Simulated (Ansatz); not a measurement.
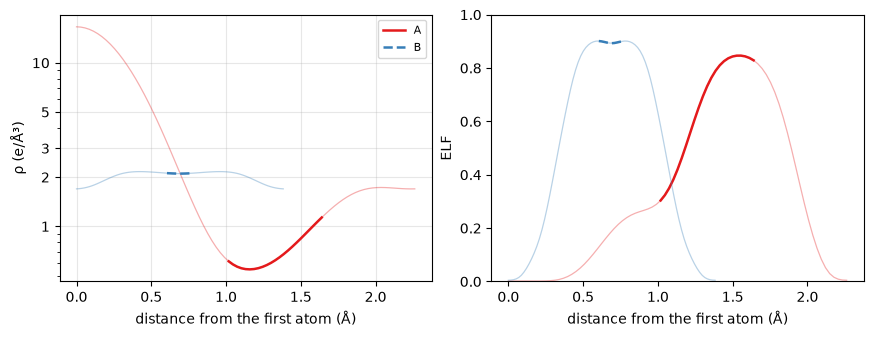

Figure. Sn2C. Valence electron density and ELF along straight lines between neighbouring atoms. Thin, pale parts lie inside the atomic spheres.

Space group P-3m1; a generated structure, not necessarily the stable one; changed on purpose from its base cell (volume × 0.91, shape and atoms relaxed); computed pressure about 7 GPa in this cell.

All numbers below come from DFT PBE, scalar-relativistic, plane waves, PAW (Ansatz).

In a PAW calculation such maps are meaningful between the atoms, not at the nuclei.

```yaml
crystal:
  lattice:
    - [3.39007, 0.00000, 0.00000]
    - [-1.69503, 2.93588, 0.00000]
    - [0.00000, 0.00000, 11.45268]
  atoms:
    - { symbol: Sn, position: [0.33333, 0.66667, 0.15935] }
    - { symbol: Sn, position: [0.66667, 0.33333, 0.84065] }
    - { symbol: Sn, position: [0.66667, 0.33333, 0.38379] }
    - { symbol: Sn, position: [0.33333, 0.66667, 0.61621] }
    - { symbol: C, position: [0.00000, 0.00000, 0.06035] }
    - { symbol: C, position: [0.00000, 0.00000, 0.93965] }
```

**Which curve belongs to which contact (C–C and Sn–C)? The first atom named is at distance zero.**

Curve A: Sn–C (2.26 Å): ρ at the midpoint is about 0.55 e/Å³; the ELF peaks at about 0.85 in the valence shell of C, 0.7 Å from its nucleus, and is about 0.40 at the midpoint. Curve B: C–C (1.38 Å): ρ is about 2.1 e/Å³ halfway; the ELF peaks at about 0.90 between the atoms.
